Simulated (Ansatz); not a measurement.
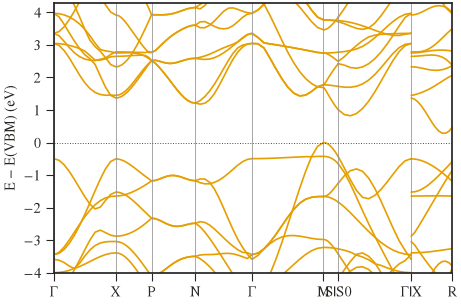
Band structure from r²SCAN in the plane-wave PAW code Ansatz

Question: Read off the gap and where the band edges lie.

Answer: About 0.3 eV (0.28 eV by a search for the band edges); maximum at M, minimum on the X–R line, 80 % of the way from X.

Question: Pick the material that matches.
A) BaTe2, I4/mcm (Ba on 4a, Te on 8h)
B) BaCu2S2, I4/mmm (Ba on 2a, Cu on 4d, S on 4e)
C) PbS2, I4/mcm (Pb on 4a, S on 8h)
D) MnGa2S4, I-4 (Mn on 2d, Ga on 2c, Ga on 2b, S on 8g)

Answer: C, PbS2, I4/mcm (Pb on 4a, S on 8h)

The first step of the workflow began from a Materials Project structure, measured or hypothetical; the Crystallography Open Database copy checked does not list it. Whether it is the stable phase at ambient conditions was not checked. The r²SCAN relaxation kept the symmetry of its start; whether a distortion lowers the energy is not shown. Spin–orbit coupling is left out wherever it is not named.

Potentials: the later of the program's two PAW sets.
